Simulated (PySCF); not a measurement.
# C2H6Se (SeMe2): the cost of one run

Programs: PySCF 2.14.0, with routines of our own; each step states its level. All values are computed. Atoms count from 0.

## 1. The system as given

9 atoms, charge 0, multiplicity 1; geometry from: GFN2-xTB.

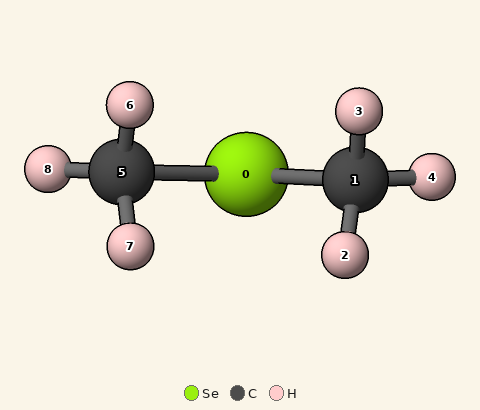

The starting geometry (selenium green, carbon dark grey, hydrogen pink).

## 2. Geometry optimisation at PBE0-D3(BJ)/def2-SVP

The job: settings as JSON, then the geometry in Å.

```
{"job": {"xc": "PBE0", "basis": "def2-SVP", "d3": "d3bj", "grid": 1, "maxiter": 30, "shake": 0.03, "kind": "geom"}, "charge": 0, "multiplicity": 1}
Se     0.061060    -0.077570    -1.289320
C      1.443240    -0.028560    -0.012530
H      1.335310    -0.925180     0.570100
H      1.488740     0.876110     0.612470
H      2.385560    -0.023280    -0.592280
C     -1.472100     0.029810    -0.013190
H     -1.370550     0.914850     0.594100
H     -1.340380    -0.850770     0.609940
H     -2.398150     0.015160    -0.504950
```

Command:

```console
$ OMP_NUM_THREADS=1 python heavy_run.py task.json out
```

This one command runs all jobs of the session in turn.

Q: Estimate the wall time and peak memory of this first job on 1 thread of Arm Neoverse V1, shared host.

About 12 s, with a peak of 0.34 GiB.
